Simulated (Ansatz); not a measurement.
TiO2 (Imma): refractive index against wavelength

The refractive index of TiO2 (Imma) along x below the direct gap (1.84 eV on the mesh) is read from one computed spectrum, n = √(Re ε). x, y and z are the Cartesian axes of the input cell.

Cell: a, b, c = 5.518, 5.518, 5.518 Å (primitive vectors), 12 atoms.

Method: Ansatz 0.2.0, PBE, independent particles, k-mesh 6×6×6 with interpolation inside its cells, Gaussian parameter 0.1 eV.

Launch of the response step: `ansatz run input.yaml --threads 4 --pin off --max-ram 8192MiB --backend cpu --events-out ev --progress --plain --runs-dir out`. The run took 2.4 min, on 4 threads of Arm Neoverse V1 (shared host).

| wavelength (nm) | photon energy E (eV) | n |
| --- | --- | --- |
| 3000 | 0.413 | 3.0181 |
| 2000 | 0.620 | 3.0350 |
| 1550 | 0.800 | 3.0559 |
| 1310 | 0.946 | 3.0778 |
| 1064 | 1.165 | ? |

In the single-oscillator model n² − 1 = E₀E_d/(E₀² − E²), so 1/(n² − 1) = E₀/E_d − E²/(E₀E_d) is linear in E².

Working, on the rows shown:

| x = E² (eV²) | y = 1/(n² − 1) |
| --- | --- |
| 0.170801 | 0.123321 |
| 0.384302 | 0.121785 |
| 0.639837 | 0.119925 |
| 0.895757 | 0.118024 |

Means: x̄ = 0.52267, ȳ = 0.12076. Σ(x − x̄)(y − ȳ) = -0.002161, Σ(x − x̄)² = 0.2959. Slope = -0.002161 / 0.2959 = -0.007305; intercept = ȳ − slope · x̄ = 0.12458. Turned back into n, the line misses the rows shown by at most 0.0002.

Q: What does the fit predict for the withheld row, and how well does it do?

A: At x = 1.3578 the line gives y = 0.11466, that is 3.1179. The run gave 3.1200, so the extrapolation is off by 0.0021, 2 % of the range in the table.

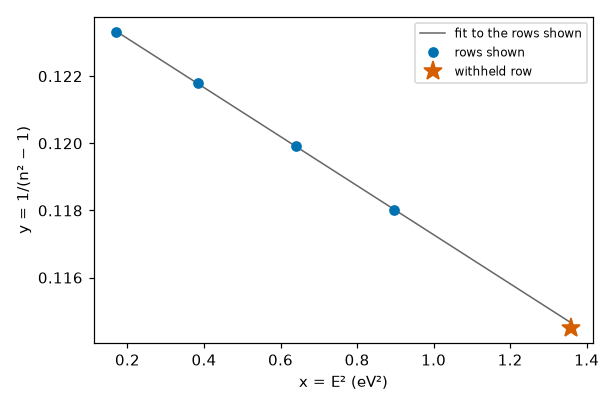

Refitted with all rows, the slope is -0.00744 and the intercept 0.12464. These give E₀ = √(intercept/−slope) = 4.09 eV and E_d = E₀/intercept = 32.8 eV; E₀ is 2.2 times the direct gap. The electronic limit at long wavelengths, without lattice vibrations, is n = √(1 + 1/intercept) = 3.004. Excitons are left out and so are local fields; PBE gaps are as a rule too small.
